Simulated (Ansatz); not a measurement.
**SnCl2 (SMILES [Cl][Sn][Cl]) at SVWN5/def2-SVP (core potential)**

Aim: the electronic atomisation energy of SnCl2 at SVWN5/def2-SVP (core potential), from 3 runs. 

Program for the calculation: Ansatz 0.2.0.

32 further runs of the same task are left out: 32 set aside as unsound or not needed.

## 1. The molecule

The species is SnCl2 (3 atoms), meant as a singlet with charge 0. As SMILES, `[Cl][Sn][Cl]`. The shape is that of a PBE0-D4/def2-TZVP optimisation.

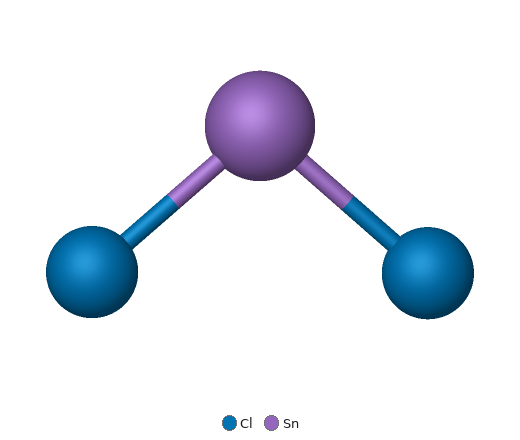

The structure, seen from a chosen angle (chlorine blue, tin purple).

## 2. The energy at SVWN5/def2-SVP (core potential)

File job.yaml:

```yaml
crystal:
  periodic: [false, false, false]
  atoms:
    - symbol: Cl
      position_ang: [1.154200, 1.220700, 0.756000]
    - symbol: Sn
      position_ang: [-0.796900, 0.518900, -0.376600]
    - symbol: Cl
      position_ang: [-0.368200, -1.804500, -0.392600]
basis:
  gaussian:
    orbitals: def2-SVP
hamiltonian:
  xc: {name: SVWN5}
accuracy: high
output: {orbitals: {seedname: orbitals}}
```

On the command line:

```
$ ansatz run job.yaml --threads 1 --pin off --max-ram 3480MiB --events-out events.jsonl --progress --plain --runs-dir runs
```

The program printed:

```text
Warning: RAYON_NUM_THREADS=1 ignored (pool sized by the plan → 1); use --threads N
Functional definition: SVWN5
  name "SVWN5"
  exchange = slater_x
  correlation = vwn5_c
1269 factors; integrals over basis functions are off by at most 6.3e-9 eV
mean field evaluation 1: about -30780.9132 eV, gradient 2.0e1 eV
mean field evaluation 2: about -30773.6156 eV, gradient 5.2e1 eV
mean field evaluation 4: about -30782.1212 eV, gradient 1.5e0 eV
mean field evaluation 8: about -30782.1288 eV, gradient 2.2e-2 eV
mean field evaluation 16: about -30782.1288 eV, gradient 1.5e-6 eV
mean field -30782.12877297 eV, -1131.2223675302 hartree, gradient 2.1e-8 eV, S^2 0.000000; 0 other end points of the search recorded, 0 dependent functions left out
reference -30782.12877541 eV, -1131.2223676202 hartree; 28, 28 occupied and 34, 34 virtual orbitals, 1269 factors
Total energy: -30782.12877541 eV, -1131.2223676202 hartree
```

Run time: 2.5 s. Hardware: 1 thread of Arm Neoverse V1, shared host; peak memory 0.14 GiB.

## 3. The Cl atom

File input.yaml:

```yaml
crystal:
  periodic: [false, false, false]
  atoms:
    - {symbol: Cl, position_ang: [0.000000, 0.000000, 0.000000]}
basis:
  gaussian: {orbitals: def2-SVP}
accuracy: high
hamiltonian: {xc: {name: SVWN5}}
magnetization: {spin_polarized: true, initial_magnetization: 1}
```

On the command line:

```
$ ansatz run input.yaml --threads 1 --pin off --max-ram 3480MiB --events-out events.jsonl --progress --plain --runs-dir runs
```

The program printed:

```text
Warning: RAYON_NUM_THREADS=1 ignored (pool sized by the plan → 1); use --threads N
[... 4 set-up lines as earlier in the session ...]
134 factors; integrals over basis functions are off by at most 2.6e-9 eV
mean field evaluation 1: about -12475.9902 eV, gradient 3.3e0 eV
mean field evaluation 2: about -12475.9172 eV, gradient 4.8e0 eV
mean field evaluation 4: about -12475.9950 eV, gradient 3.0e0 eV
mean field evaluation 8: about -12475.9949 eV, gradient 3.1e0 eV
mean field evaluation 16: about -12476.0517 eV, gradient 2.8e-6 eV
mean field evaluation 32: about -12475.9333 eV, gradient 4.4e0 eV
mean field -12476.05168583 eV, -458.4864428826 hartree, gradient 2.2e-8 eV, S^2 0.750746; 2 other end points of the search recorded, 0 dependent functions left out
reference -12476.05168672 eV, -458.4864429155 hartree; 9, 8 occupied and 9, 10 virtual orbitals, 134 factors
Total energy: -12476.05168672 eV, -458.4864429155 hartree
```

Run time: 0.83 s. Hardware: 1 thread of Arm Neoverse V1, shared host.

## 4. The Sn atom at the same level

File input.yaml:

```yaml
crystal:
  periodic: [false, false, false]
  atoms:
    - {symbol: Sn, position_ang: [0.000000, 0.000000, 0.000000]}
basis:
  gaussian:
    orbitals: def2-SVP
magnetization:
  spin_polarized: true
  initial_magnetization: 2
hamiltonian:
  xc: {name: SVWN5}
accuracy: high
```

Run the same way, it converges to -213.90349 Eh (log not shown).

## 5. Outcome

At SVWN5/def2-SVP (core potential):

```
                     quantity           value
       molecule: total energy  -1131.22237 Eh
        molecule: HOMO energy        -6.87 eV
        molecule: LUMO energy        -3.80 eV
      molecule: HOMO–LUMO gap         3.08 eV
        Cl atom: total energy   -458.48644 Eh
                Cl atom: ⟨S²⟩           0.751
        Sn atom: total energy   -213.90349 Eh
                Sn atom: ⟨S²⟩           2.001
electronic atomisation energy        9.415 eV
```

Taking the molecule apart into free atoms costs 9.42 eV (217 kcal/mol), before zero-point energy and without spin-orbit coupling.
